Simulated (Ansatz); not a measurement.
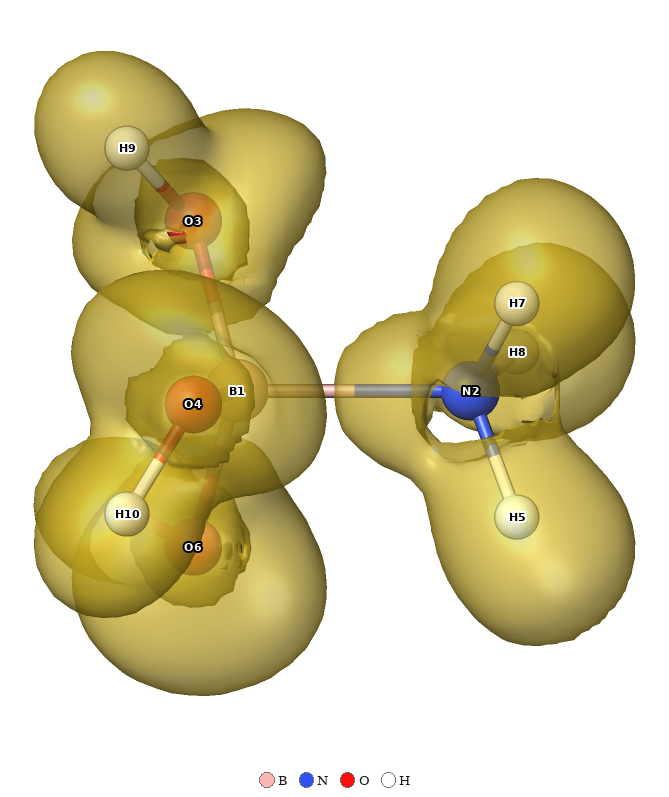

The picture shows: BH6NO3. Isosurface of the ELF at 0.75 (yellow), seen from one side. Core shells and regions of very low density are left out.

The product side of a reaction path; geometry: PBE0-D4/def2-TZVP.

Computed with Ansatz 0.2.0, RKS PBE0-D4/def2-TZVPP.

Input

```
crystal:
  periodic: [false, false, false]
  atoms:
    - {symbol: B, position_ang: [-0.411470, 0.027573, 0.000963]}
    - {symbol: N, position_ang: [1.309228, -0.087819, -0.003082]}
    - {symbol: O, position_ang: [-0.769667, -0.493516, -1.279990]}
    - {symbol: O, position_ang: [-0.637358, 1.427775, 0.171529]}
    - {symbol: H, position_ang: [1.663846, 0.048354, 0.936936]}
    - {symbol: O, position_ang: [-0.783726, -0.787385, 1.113601]}
    - {symbol: H, position_ang: [1.698760, 0.622699, -0.612476]}
    - {symbol: H, position_ang: [1.590433, -1.003231, -0.336076]}
    - {symbol: H, position_ang: [-1.217209, 0.186207, -1.785163]}
    - {symbol: H, position_ang: [-1.117528, 1.574651, 0.987238]}
    - {symbol: H, position_ang: [-1.325208, -1.515407, 0.806522]}
basis:
  gaussian: {orbitals: def2-TZVPP}
hamiltonian: {xc: pbe0, dispersion: d4}
output: {orbitals: {seedname: orbitals}}
```

Launched as:

```sh
ansatz run in.yaml --threads 4 --pin off --events-out ev --progress --plain --max-ram 9574MiB
```

Describe the localisation domains.

At this value the surface marks out one joined region spread over several atoms (H, N), in which their bonds and any lone pairs are merged and three joined regions spread over several atoms (H, O), in which their bonds and any lone pairs are merged.

Values along the shortest contacts:
B–O (1.43 Å): the ELF peaks at about 0.90 between the atoms: a polar covalent bond. B–N (1.72 Å): the ELF peaks at about 0.95 between the atoms: a polar covalent bond.
